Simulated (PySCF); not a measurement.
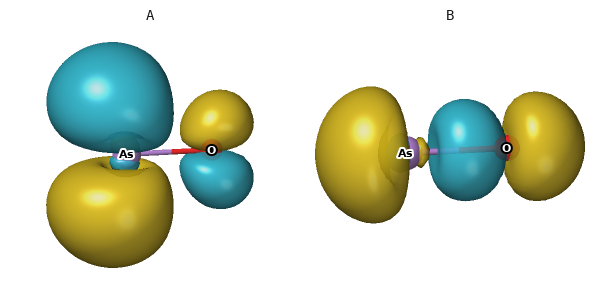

*AsO (charge −1, triplet). Two frontier α-spin orbitals, each drawn at the value that holds 80 % of its norm (yellow and cyan are the two phases), in no order; of a degenerate pair one member is drawn.*

The calculation used PBE0/aug-cc-pVDZ(-PP), non-relativistic Hamiltonian with scalar-relativistic core potentials where named, at a bond length of 1.711 Å in PySCF.

Q: Name the orbitals and rank them from lowest to highest energy.

A: Orbital B: σ, occupied in this spin, −3.61 eV; shared between the atoms (As 40 %, O 60 %).
Orbital A: π, occupied in this spin, 0.50 eV; mainly on As (80 %).
